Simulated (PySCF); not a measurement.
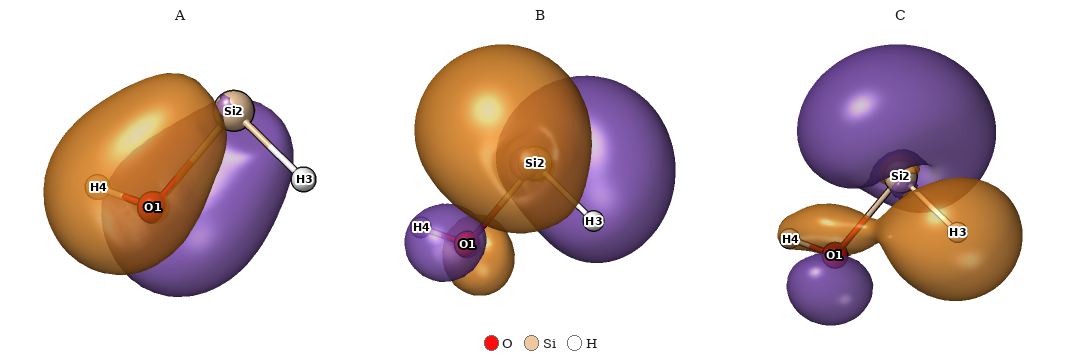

H2OSi (SMILES O[SiH]). Three frontier orbitals at ±0.1 Å⁻³ᐟ² (orange and purple are the two phases), in no order.

Geometry: PBE0-D4/def2-TZVP.

Computed with Gaussian-basis quantum chemistry of an isolated molecule with PySCF, energy and nuclear gradient, functional PBE0 (PySCF 2.14.0).

### Which picture is the HOMO−1, the HOMO and the LUMO?

A is the HOMO−1 (−10.45 eV). By Hirshfeld shares it lies mainly on O1 (about 80 %); it changes sign across the molecular plane (π type). C is the HOMO (−6.52 eV). It lies mainly on Si2 (about 70 %), H3 (about 15 %) and O1 (about 10 %); it is symmetric in the molecular plane (an in-plane orbital: σ, lone-pair or in-plane π type). B is the LUMO (−2.12 eV). It lies mainly on Si2 (about 85 %) and O1 (about 10 %); it changes sign across the molecular plane (π type).

### What is the HOMO–LUMO gap?

4.40 eV between the orbital energies.
